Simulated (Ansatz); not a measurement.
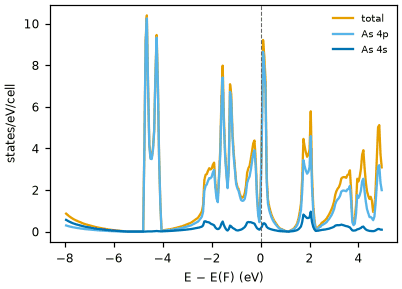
Figure. Total and projected density of states of As in space group I4_132 (No. 214; As on 8a), r²SCAN (plane waves, PAW; program Ansatz)

Q: Which orbitals carry the states next to the Fermi level?

A: Within 0.5 eV of the Fermi level: As 4p 90 %, As 4s 8 %. Projections are on Löwdin-orthogonalised atomic valence shells; empty p or d shells of many metals are not among them.

Q: Where is the tallest occupied peak in this window, and what makes it?

A: Near -4.6 eV, about 10 states/eV per cell; the largest projected share is As 4p.

The start of the workflow was typed in or built on a structure type; neither database checked (COD, Materials Project) lists it. It is not the phase usual at ambient conditions (space group No. 166). The cell was relaxed with r²SCAN under the symmetry of its start. At this level the phase is mechanically unstable. The volume moved by 53 % from the start of the relaxation. Scalar-relativistic: spin–orbit coupling is off unless named, which matters more the heavier the elements.

Potentials: the earlier of the program's two PAW sets.
